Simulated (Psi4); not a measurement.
# BH3SO (SMILES OBS): TPSS/pcseg-2 (sweep point 10)

Aim: the vertical ionisation energy of BH3SO at TPSS/pcseg-2 (sweep point 10), from 2 runs. The job is set up through a Python script.

Program for the calculation: Psi4 1.11.

### Step 1. The system as given

The species is BH3SO (6 atoms), meant as a singlet with charge 0. As SMILES, `OBS`. The shape is that of a PBE0-D4/def2-TZVP optimisation. This is one conformer, not always the lowest.

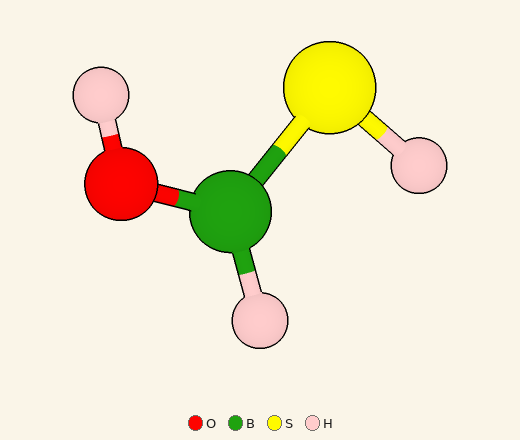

The structure, seen from a chosen angle (oxygen red, boron green, sulfur yellow, hydrogen pink).

### Step 2. A single-point energy at TPSS/pcseg-2 (sweep point 10)

File calc.py:

```python
import psi4

psi4.set_memory(1600000000)
psi4.set_num_threads(1)
psi4.set_output_file('run.log', False)

molecule = psi4.geometry("""
0 1
O     -2.08701353    -0.17083124    -1.89312763
B      0.10317905     0.32068652    -0.67671093
S      0.63664873    -0.74171750     2.53620143
H     -3.31287887    -1.10945821    -0.93617032
H      1.68998207     1.48078939    -1.77993304
H      2.97008255     0.22034207     2.74974048
units au
symmetry c1
""")

psi4.set_options({
    'basis': 'pcseg-2',
    'puream': True,
    'scf_type': 'pk',
    'dft_radial_points': 99,
    'dft_spherical_points': 590,
})

energy_value = psi4.energy('tpss')
print(f'total energy {energy_value:.8f} hartree = {energy_value * 27.211386:.5f} eV')
```

Command:

```
python calc.py
```

run.log:

```text
[...]
  Running in c1 symmetry.
[...]
  Nuclear repulsion =   88.768868558049263
[...]
  Multiplicity = 1
[...]
  Nalpha       = 16
  Nbeta        = 16
[...]
    Number of basis functions: 136
[...]
   @RKS iter   1:  -499.93864102459065   -1.69051e-01   6.26686e-03 DIIS/ADIIS
[...]
   @RKS iter   9:  -500.24424163329263   -1.58994e-07   4.22949e-07 DIIS
[...]
    Orbital Energies [Eh]
    ---------------------
    Doubly Occupied:
       1A    -88.338808     2A    -18.914313     3A     -7.739969
       4A     -6.633303     5A     -5.718875     6A     -5.714071
       7A     -5.711707     8A     -0.979784     9A     -0.692304
      10A     -0.534742    11A     -0.429184    12A     -0.385842
      13A     -0.344073    14A     -0.342792    15A     -0.282660
      16A     -0.249520
[...]
  @RKS Final Energy:  -500.24424163329263
   => Energetics <=
    Nuclear Repulsion Energy =             88.7688685580492631
    One-Electron Energy =                -865.0289903334296469
    Two-Electron Energy =                 315.5615555264219552
    DFT Exchange-Correlation Energy =     -39.5456753843342028
    Empirical Dispersion Energy =           0.0000000000000000
    VV10 Nonlocal Energy =                  0.0000000000000000
    Total Energy =                       -500.2442416332926314
[...]
 Multipole Moments:
 ------------------------------------------------------------------------------------
     Multipole            Electronic (a.u.)      Nuclear  (a.u.)        Total (a.u.)
 ------------------------------------------------------------------------------------
 L = 1.  Multiply by 2.5417464519 to convert [e a0] to [Debye]
 Dipole X            :         -0.8425166            0.7897433           -0.0527733
 Dipole Y            :         -0.5994079            0.4809352           -0.1184727
 Dipole Z            :          0.5451062           -0.3111451            0.2339611
 Magnitude           :                                                    0.2675044
[...]
```

The script printed:

```text
total energy -500.24424163 hartree = -13612.33915 eV
```

Run time: 28 s. Hardware: 1 thread of Intel Xeon 6975P-C (Granite Rapids), shared host; peak memory 1 GiB.

### Step 3. The doublet cation, same level

File bh3os.py:

```python
import psi4

psi4.set_memory(1600000000)
psi4.set_num_threads(1)
psi4.core.set_output_file('output.dat', False)

geom = psi4.geometry("""
1 2
O     -2.08701353    -0.17083124    -1.89312763
B      0.10317905     0.32068652    -0.67671093
S      0.63664873    -0.74171750     2.53620143
H     -3.31287887    -1.10945821    -0.93617032
H      1.68998207     1.48078939    -1.77993304
H      2.97008255     0.22034207     2.74974048
units au
symmetry c1
""")

options = {'basis': 'pcseg-2', 'reference': 'uks', 'puream': True, 'scf_type': 'pk', 'dft_radial_points': 99, 'dft_spherical_points': 590, 'maxiter': 150}
psi4.set_options(options)

e_tot = psi4.energy("tpss")
print(f'tpss energy: {e_tot:.10f} Eh')
for k, v in sorted(psi4.core.scalar_variables().items()):
    print(f'{k:45s} {v:18.10f}')
```

Command:

```
python bh3os.py
```

output.dat:

```text
[...]
  Running in c1 symmetry.
[...]
  Nuclear repulsion =   88.768868558049263
[...]
  Multiplicity = 2
[...]
  Nalpha       = 16
  Nbeta        = 15
[...]
    Number of basis functions: 136
[...]
   @UKS iter   1:  -499.60395990645600    1.65630e-01   5.78668e-03 DIIS/ADIIS
[...]
   @UKS iter  11:  -499.86794549891704   -1.47468e-08   5.32996e-07 DIIS
[...]
   @S^2 Observed:                7.569114989E-01
[...]
    Orbital Energies [Eh]
    ---------------------
    Alpha Occupied:
       1A    -88.677066     2A    -19.171858     3A     -8.074414
       4A     -6.880522     5A     -6.058181     6A     -6.049282
       7A     -6.044414     8A     -1.228042     9A     -1.008013
      10A     -0.771869    11A     -0.706624    12A     -0.643872
      13A     -0.607654    14A     -0.595455    15A     -0.565540
      16A     -0.534550
    Alpha Virtual:
      17A     -0.278977    18A     -0.268420    19A     -0.184425
      20A     -0.176064    21A     -0.126832    22A     -0.106777
      23A     -0.082683    24A     -0.075637    25A     -0.050072
[...]
  @UKS Final Energy:  -499.86794549891704
   => Energetics <=
    Nuclear Repulsion Energy =             88.7688685580492631
    One-Electron Energy =                -855.9640157868220740
    Two-Electron Energy =                 306.5705282550134712
    DFT Exchange-Correlation Energy =     -39.2433265251576415
    Empirical Dispersion Energy =           0.0000000000000000
    VV10 Nonlocal Energy =                  0.0000000000000000
    Total Energy =                       -499.8679454989170381
[...]
 Multipole Moments:
 ------------------------------------------------------------------------------------
     Multipole            Electronic (a.u.)      Nuclear  (a.u.)        Total (a.u.)
 ------------------------------------------------------------------------------------
 L = 1.  Multiply by 2.5417464519 to convert [e a0] to [Debye]
 Dipole X            :         -0.4180517            0.7897433            0.3716916
 Dipole Y            :         -0.6431066            0.4809352           -0.1621714
 Dipole Z            :          1.1237608           -0.3111451            0.8126157
 Magnitude           :                                                    0.9081841
[...]
```

Standard output:

```text
tpss energy: -499.8679454989 Eh
CURRENT ENERGY                                   -499.8679454989
CURRENT REFERENCE ENERGY                         -499.8679454989
DD SOLVATION ENERGY                                 0.0000000000
DFT FUNCTIONAL TOTAL ENERGY                      -499.8679454989
DFT TOTAL ENERGY                                 -499.8679454989
DFT VV10 ENERGY                                     0.0000000000
DFT XC ENERGY                                     -39.2433265252
GRID ELECTRONS ALPHA                               16.0000000500
GRID ELECTRONS BETA                                15.0000000357
GRID ELECTRONS TOTAL                               31.0000000858
NUCLEAR REPULSION ENERGY                           88.7688685580
ONE-ELECTRON ENERGY                              -855.9640157868
PCM POLARIZATION ENERGY                             0.0000000000
PE ENERGY                                           0.0000000000
SCF ITERATION ENERGY                             -499.8679454989
SCF ITERATIONS                                     11.0000000000
SCF TOTAL ENERGY                                 -499.8679454989
TWO-ELECTRON ENERGY                               306.5705282550
XC GRID RADIAL POINTS                              99.0000000000
XC GRID SPHERICAL POINTS                          590.0000000000
XC GRID TOTAL POINTS                           336579.0000000000
```

It took 50 s on 1 thread of Intel Xeon 6975P-C (Granite Rapids), shared host; peak memory 1 GiB.

### Step 4. What came out

At TPSS/pcseg-2 (sweep point 10):

| quantity | value |
| --- | --- |
| singlet BH3SO: total energy | -500.24424 Eh |
| singlet BH3SO: dipole moment | 0.68 D |
| singlet BH3SO: HOMO energy | -6.79 eV |
| singlet BH3SO: LUMO energy | -0.87 eV |
| singlet BH3SO: HOMO–LUMO gap | 5.92 eV |
| doublet cation: total energy | -499.86795 Eh |
| doublet cation: HOMO energy (highest over α and β) | -14.43 eV |
| doublet cation: LUMO energy (lowest over α and β) | -13.62 eV |
| doublet cation: ⟨S²⟩ | 0.757 |
| vertical ionisation energy (to the doublet cation) | 10.240 eV |

In words: Removing an electron at fixed nuclei costs 10.24 eV (236 kcal/mol). The negative HOMO energy of the first species, 6.79 eV, lies 3.45 eV below that difference.
